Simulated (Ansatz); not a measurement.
Starting cell, Ge (diamond):

```
CELL_PARAMETERS angstrom
      0.00000     2.83635     2.83635
      2.83635     0.00000     2.83635
      2.83635     2.83635     0.00000
ATOMIC_POSITIONS crystal
  Ge 0.50000 0.50000 0.50000
  Ge 0.75000 0.75000 0.75000
```

In this cell atom 2 (Ge, nearest neighbour Ge at 2.456 Å; its periodic images, 4.0 Å or more away, move with it) is moved by u·(1.000, 0.000, 0.000) + v·(0.000, 1.000, 0.000); the rest is frozen.

Method: r2SCAN (plane waves to 500 eV, PAW, scalar-relativistic; Ansatz, a first-principles code). k mesh 8×8×8 (Γ-centred), Fermi-Dirac smearing 0.05 eV. The energy includes the smearing's −TS. Stress and pressure are positive under compression. As the smearing reaches across the gap at some points, energies and forces of such displacements shift with the k mesh and the smearing. Ge was relaxed with its symmetry unable to fall. The PAW data are Ansatz's earlier set. ΔE is measured from the undisplaced structure. Axes are in Å.

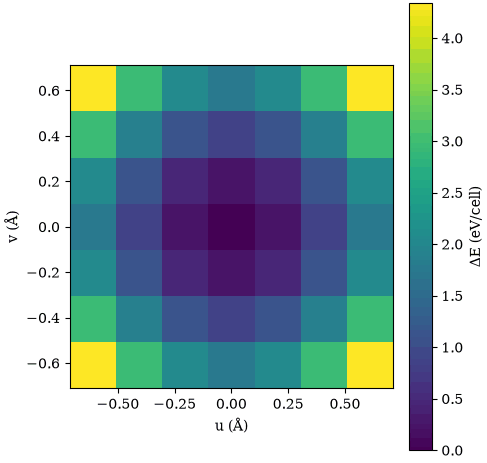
Figure. ΔE (eV/cell) over the 7×7 grid of computed points.

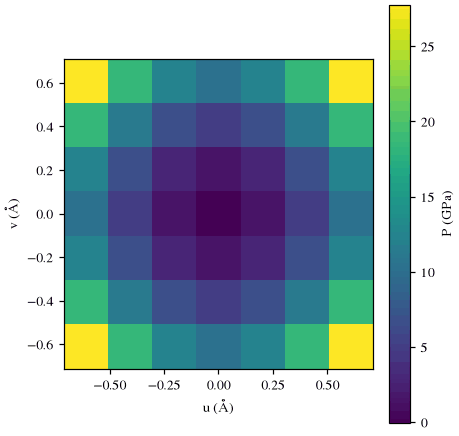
Figure: P (GPa) over the 7×7 grid of computed points.

Highest place on the grid, met at several equal points: u = -0.610 Å, v = -0.610 Å; u = 0.610 Å, v = -0.610 Å; u = -0.610 Å, v = 0.610 Å; u = 0.610 Å, v = 0.610 Å (4336 meV/cell). Principal force constants in the plane (five-point differences of the forces): 11.2 eV/Å², isotropic. Lowest place on the grid: u = 0.000 Å, v = 0.000 Å (0 meV/cell). Centre of the map: a minimum.

(For displaced atoms, the force is minus the slope of the energy, and its curvature is a force constant, which sets phonon frequencies.)
